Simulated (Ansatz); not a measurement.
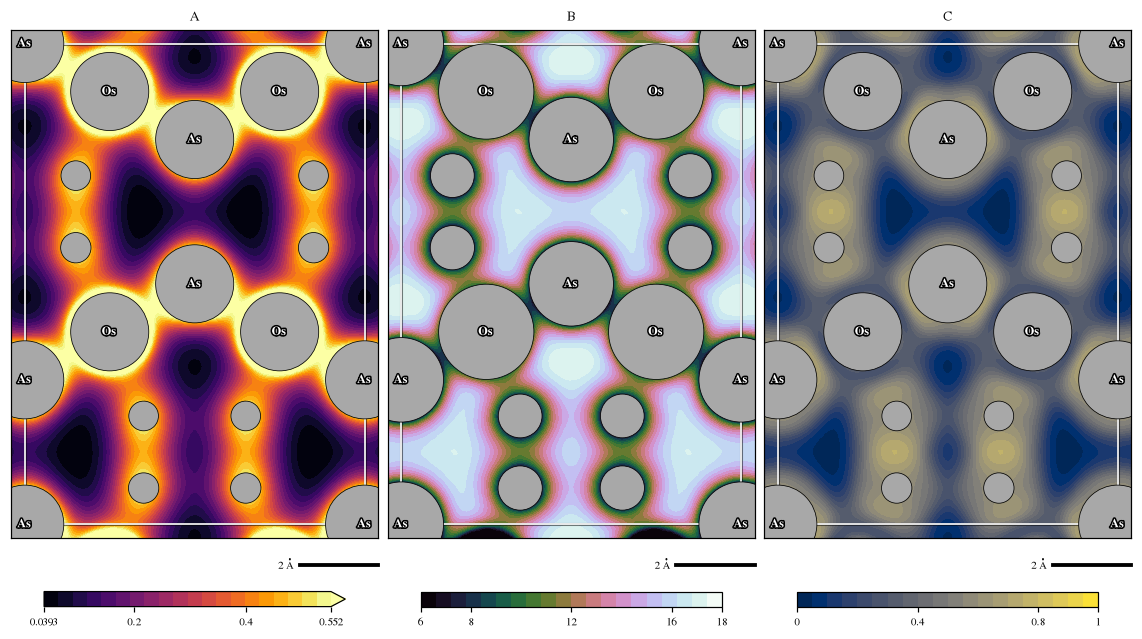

SrAs₁₂Os₄: 3 fields on the (011̄) plane of the conventional cell, with unlabelled colour scales. Grey discs cover the atomic cores.

Space group Im-3; a generated structure, not necessarily the stable one; computed without spin polarisation.

Computed with Ansatz 0.2.0, DFT PBE, scalar-relativistic, plane waves, PAW.

### Which field does each panel show? The fields are: electron localisation function, electrostatic potential energy of an electron and valence pseudo-density.

Panel A: valence pseudo-density. Panel B: electrostatic potential energy of an electron (low next to the atoms, rising into the space between them). Panel C: electron localisation function. From the grid: As–Os (2.48 Å): ρ at the midpoint is about 0.57 e/Å³; the ELF is about 0.45 at the midpoint.
